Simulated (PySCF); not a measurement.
# Sn⁺: dipole response in aug-cc-pVDZ-PP with ECP28

Aim: the static polarisability and the C₆ coefficient of Sn⁺, method by method.

The numbers are computed with PySCF 2.14.0 (unrestricted determinants in a Gaussian basis, no spin-orbit coupling in the energies), except any that are marked as measured or tabulated.

## (1) The atom as given

- Element: tin (Z = 50)
- Basis: aug-cc-pVDZ-PP with ECP28MDF (5s4p3d, 32 functions)
- Hamiltonian: a scalar-relativistic core potential
- State 1: Sn⁺: [Kr] 4d10 5s2 5p1, 2P determinant
- Methods: UHF, PBE, PBE0, PW91, M06-2X

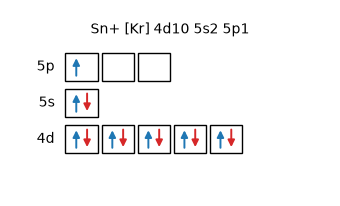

Outer shells as boxes.

One driver process ran all states and methods and kept the integrals in memory. Each run is shown as a PySCF script that sums up its settings (the driver passes frozen orbitals as a list and adds second-order terms of double hybrids); the logs are those of the runs themselves. The driver starts from symmetry-adapted Hartree-Fock orbitals, holds the occupation by maximum overlap and uses a logarithmic radial grid for functionals, so a plain start would take other cycles.

The integrals over 32 functions and the set-up took 0.25 s of CPU time.

## (2) Sn⁺

#### UHF

input.py

```python
from pyscf import gto, scf, dft, mp, cc
import basis_set_exchange as bse
txt = bse.get_basis("aug-cc-pVDZ-PP", elements=["Sn"], fmt="nwchem", header=False)
cut = txt.index("\nECP")
mol = gto.M(atom="Sn 0 0 0", charge=1, spin=1, symmetry="D2h",
            basis=gto.basis.parse(txt[:cut]),
            ecp={"Sn": gto.basis.parse_ecp(txt[cut:])})
mf = scf.UHF(mol)
mf.irrep_nelec = {'Ag': (4, 4), 'B1g': (1, 1), 'B2g': (1, 1), 'B3g': (1, 1), 'B1u': (1, 1), 'B2u': (2, 1), 'B3u': (1, 1)}
mf.kernel()
```

Log:

```text
damping factor = 0
level_shift factor = 0
DIIS = <class 'pyscf.scf.diis.CDIIS'>
diis_start_cycle = 1
diis_space = 10
diis_damp = 0
SCF conv_tol = 1e-09
SCF conv_tol_grad = None
number electrons alpha = 11  beta = 10
cycle= 1 E= -213.083034316438  delta_E= -0.00269  |g|= 0.016  |ddm|= 0.0795
cycle= 2 E= -213.083387514945  delta_E= -0.000353  |g|= 0.00588  |ddm|= 0.0296
cycle= 3 E= -213.083443823068  delta_E= -5.63e-05  |g|= 0.000271  |ddm|= 0.0202
cycle= 4 E= -213.083443981558  delta_E= -1.58e-07  |g|= 5.03e-05  |ddm|= 0.00357
cycle= 5 E= -213.083443986777  delta_E= -5.22e-09  |g|= 1.01e-05  |ddm|= 0.000664
cycle= 6 E= -213.083443986931  delta_E= -1.54e-10  |g|= 1.51e-06  |ddm|= 0.00011
converged SCF energy = -213.083443986931  <S^2> = 0.7602021  2S+1 = 2.0101762
```

It used 0.88 s of CPU time after the integrals (shared host).

The occupied shells:

```csv
shell,electrons,mean orbital energy (eV),spread (eV),rms radius (bohr)
4s α,1,-167.55,0,0.879
4s β,1,-167.43,0,0.879
4p α,3,-118.17,0.137,0.953
4p β,3,-118.04,0.518,0.953
4d α,5,-43.705,0.365,1.17
4d β,5,-43.583,0.594,1.17
5s α,1,-21.912,0,2.53
5s β,1,-19.911,0,2.53
5p α,1,-13.998,0,3.16
```

⟨S²⟩ = 0.760, ⟨L²⟩ = 2.03.

The driver then solved the coupled dipole response at imaginary frequencies: mean α = 29.04 bohr³ (xx, yy, zz: 27.62, 31.89, 27.62), C₆ = 214.5 au for a like pair.

Energies and moments cover only the electrons outside the core potential.

#### PBE

input.py, as changed from the run before:

```diff
@@ -7,3 +7,3 @@
             ecp={"Sn": gto.basis.parse_ecp(txt[cut:])})
-mf = scf.UHF(mol)
+mf = dft.UKS(mol, xc="PBE")
 mf.irrep_nelec = {'Ag': (4, 4), 'B1g': (1, 1), 'B2g': (1, 1), 'B3g': (1, 1), 'B1u': (1, 1), 'B2u': (2, 1), 'B3u': (1, 1)}
```

Log:

```text
damping factor = 0
level_shift factor = 0
DIIS = <class 'pyscf.scf.diis.CDIIS'>
diis_start_cycle = 1
diis_space = 10
diis_damp = 0
SCF conv_tol = 1e-09
SCF conv_tol_grad = None
number electrons alpha = 11  beta = 10
XC functionals = PBE
    J. P. Perdew, K. Burke, and M. Ernzerhof.,  Phys. Rev. Lett. 77, 3865 (1996)
    J. P. Perdew, K. Burke, and M. Ernzerhof.,  Phys. Rev. Lett. 78, 1396 (1997)
    J. P. Perdew, K. Burke, and M. Ernzerhof.,  Phys. Rev. Lett. 77, 3865 (1996)
    J. P. Perdew, K. Burke, and M. Ernzerhof.,  Phys. Rev. Lett. 78, 1396 (1997)
cycle= 1 E= -213.976653858541  delta_E= -0.00763  |g|= 0.0225  |ddm|= 0.533
cycle= 2 E= -213.976781723361  delta_E= -0.000128  |g|= 0.0112  |ddm|= 0.0511
cycle= 3 E= -213.976833405784  delta_E= -5.17e-05  |g|= 0.000675  |ddm|= 0.0329
cycle= 4 E= -213.976833677982  delta_E= -2.72e-07  |g|= 1.58e-05  |ddm|= 0.00368
cycle= 5 E= -213.976833678196  delta_E= -2.14e-10  |g|= 2.73e-07  |ddm|= 6.69e-05
converged SCF energy = -213.976833678196  <S^2> = 0.75155886  2S+1 = 2.0015583
```

It used 2.6 s of CPU time after the integrals (shared host).

The driver then solved the coupled dipole response at imaginary frequencies: mean α = 27.01 bohr³ (xx, yy, zz: 24.81, 31.39, 24.81), C₆ = 188.9 au for a like pair.

#### PBE0

input.py, as changed from the run before:

```diff
@@ -7,3 +7,3 @@
             ecp={"Sn": gto.basis.parse_ecp(txt[cut:])})
-mf = dft.UKS(mol, xc="PBE")
+mf = dft.UKS(mol, xc="PBE0")
 mf.irrep_nelec = {'Ag': (4, 4), 'B1g': (1, 1), 'B2g': (1, 1), 'B3g': (1, 1), 'B1u': (1, 1), 'B2u': (2, 1), 'B3u': (1, 1)}
```

Log:

```text
damping factor = 0
level_shift factor = 0
DIIS = <class 'pyscf.scf.diis.CDIIS'>
diis_start_cycle = 1
diis_space = 10
diis_damp = 0
SCF conv_tol = 1e-09
SCF conv_tol_grad = None
number electrons alpha = 11  beta = 10
XC functionals = PBE0
    C. Adamo and V. Barone.,  J. Chem. Phys. 110, 6158 (1999)
    M. Ernzerhof and G. E. Scuseria.,  J. Chem. Phys. 110, 5029 (1999)
cycle= 1 E= -213.985035569402  delta_E= -0.00508  |g|= 0.0108  |ddm|= 0.41
cycle= 2 E= -213.985097258658  delta_E= -6.17e-05  |g|= 0.00372  |ddm|= 0.0569
cycle= 3 E= -213.985103434274  delta_E= -6.18e-06  |g|= 0.000531  |ddm|= 0.00974
cycle= 4 E= -213.985103627939  delta_E= -1.94e-07  |g|= 2.52e-05  |ddm|= 0.00233
cycle= 5 E= -213.985103628711  delta_E= -7.72e-10  |g|= 6.92e-07  |ddm|= 0.000146
converged SCF energy = -213.985103628711  <S^2> = 0.75275729  2S+1 = 2.0027554
```

CPU time 3.2 s on a shared host, the integrals not counted.

The driver then solved the coupled dipole response at imaginary frequencies: mean α = 27.16 bohr³ (xx, yy, zz: 25.28, 30.93, 25.28), C₆ = 192.1 au for a like pair.

#### PW91

input.py, as changed from the run before:

```diff
@@ -7,3 +7,3 @@
             ecp={"Sn": gto.basis.parse_ecp(txt[cut:])})
-mf = dft.UKS(mol, xc="PBE0")
+mf = dft.UKS(mol, xc="PW91,PW91")
 mf.irrep_nelec = {'Ag': (4, 4), 'B1g': (1, 1), 'B2g': (1, 1), 'B3g': (1, 1), 'B1u': (1, 1), 'B2u': (2, 1), 'B3u': (1, 1)}
```

Log:

```text
damping factor = 0
level_shift factor = 0
DIIS = <class 'pyscf.scf.diis.CDIIS'>
diis_start_cycle = 1
diis_space = 10
diis_damp = 0
SCF conv_tol = 1e-09
SCF conv_tol_grad = None
number electrons alpha = 11  beta = 10
XC functionals = PW91,PW91
    J. P. Perdew. In P. Ziesche and H. Eschrig, editors, Proceedings of the 75. WE-Heraeus-Seminar and 21st Annual International Symposium on Electronic Structure of Solids, 11. Berlin, 1991. Akademie Verlag.
    J. P. Perdew, J. A. Chevary, S. H. Vosko, K. A. Jackson, M. R. Pederson, D. J. Singh, and C. Fiolhais.,  Phys. Rev. B 46, 6671 (1992)
    J. P. Perdew, J. A. Chevary, S. H. Vosko, K. A. Jackson, M. R. Pederson, D. J. Singh, and C. Fiolhais.,  Phys. Rev. B 48, 4978 (1993)
    J. P. Perdew. In P. Ziesche and H. Eschrig, editors, Proceedings of the 75. WE-Heraeus-Seminar and 21st Annual International Symposium on Electronic Structure of Solids, 11. Berlin, 1991. Akademie Verlag.
    J. P. Perdew, J. A. Chevary, S. H. Vosko, K. A. Jackson, M. R. Pederson, D. J. Singh, and C. Fiolhais.,  Phys. Rev. B 46, 6671 (1992)
    J. P. Perdew, J. A. Chevary, S. H. Vosko, K. A. Jackson, M. R. Pederson, D. J. Singh, and C. Fiolhais.,  Phys. Rev. B 48, 4978 (1993)
cycle= 1 E= -214.060115189922  delta_E= -0.00803  |g|= 0.021  |ddm|= 0.58
cycle= 2 E= -214.060233306613  delta_E= -0.000118  |g|= 0.00992  |ddm|= 0.0397
cycle= 3 E= -214.060272916514  delta_E= -3.96e-05  |g|= 0.000771  |ddm|= 0.0282
cycle= 4 E= -214.060273278198  delta_E= -3.62e-07  |g|= 2.08e-05  |ddm|= 0.00439
cycle= 5 E= -214.060273278562  delta_E= -3.65e-10  |g|= 2.8e-07  |ddm|= 8.59e-05
converged SCF energy = -214.060273278562  <S^2> = 0.75152522  2S+1 = 2.0015246
```

It used 2.9 s of CPU time after the integrals (shared host).

The driver then solved the coupled dipole response at imaginary frequencies: mean α = 26.76 bohr³ (xx, yy, zz: 24.58, 31.12, 24.58), C₆ = 186.5 au for a like pair.

#### M06-2X

input.py, as changed from the run before:

```diff
@@ -7,3 +7,3 @@
             ecp={"Sn": gto.basis.parse_ecp(txt[cut:])})
-mf = dft.UKS(mol, xc="PW91,PW91")
+mf = dft.UKS(mol, xc="M062X")
 mf.irrep_nelec = {'Ag': (4, 4), 'B1g': (1, 1), 'B2g': (1, 1), 'B3g': (1, 1), 'B1u': (1, 1), 'B2u': (2, 1), 'B3u': (1, 1)}
```

Log:

```text
damping factor = 0
level_shift factor = 0
DIIS = <class 'pyscf.scf.diis.CDIIS'>
diis_start_cycle = 1
diis_space = 10
diis_damp = 0
SCF conv_tol = 1e-09
SCF conv_tol_grad = None
number electrons alpha = 11  beta = 10
XC functionals = M062X
    Y. Zhao and D. G. Truhlar.,  Theor. Chem. Acc. 120, 215 (2008)
    Y. Zhao and D. G. Truhlar.,  Theor. Chem. Acc. 120, 215 (2008)
cycle= 1 E= -213.926212502844  delta_E= -0.00229  |g|= 0.00829  |ddm|= 0.243
cycle= 2 E= -213.926310859677  delta_E= -9.84e-05  |g|= 0.0024  |ddm|= 0.0791
cycle= 3 E= -213.926317496252  delta_E= -6.64e-06  |g|= 0.000644  |ddm|= 0.0195
cycle= 4 E= -213.926317897964  delta_E= -4.02e-07  |g|= 5.95e-05  |ddm|= 0.00641
cycle= 5 E= -213.926317903229  delta_E= -5.26e-09  |g|= 4.27e-06  |ddm|= 0.000649
cycle= 6 E= -213.926317903261  delta_E= -3.27e-11  |g|= 4.02e-07  |ddm|= 5.63e-05
converged SCF energy = -213.926317903261  <S^2> = 0.75454722  2S+1 = 2.0045421
```

CPU time 7.8 s on a shared host, the integrals not counted.

The driver then solved the coupled dipole response at imaginary frequencies: mean α = 25.65 bohr³ (xx, yy, zz: 24.15, 28.67, 24.15), C₆ = 173.4 au for a like pair.

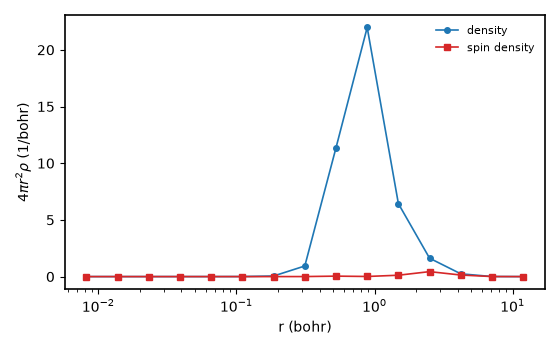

Radial density 4πr²ρ of Sn⁺ at UHF, the electrons outside the core potential, at 15 stored radii joined by straight lines.

## (3) Polarisabilities and C₆

Sn⁺, in atomic units:

```csv
method,mean α,C₆ (like pair),S(−4)
UHF,29.04,214.5,276.5
PBE,27.01,188.9,261.4
PBE0,27.16,192.1,254.5
PW91,26.76,186.5,255.2
M06-2X,25.65,173.4,233.9
```

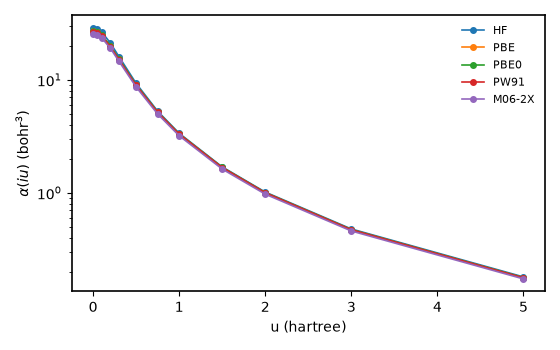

α(iu) of Sn⁺, the polarisability at imaginary frequency, on a logarithmic scale.

## (4) What came out

| quantity | value |
| --- | --- |
| α of Sn⁺ | 25.65 (M06-2X) to 29.04 (UHF) bohr³ |

A single London oscillator with the computed α and C₆ of Sn⁺ at UHF would have ω = 4 C₆ / (3 α²) = 0.339 hartree. The basis is finite, and no extrapolation was made.
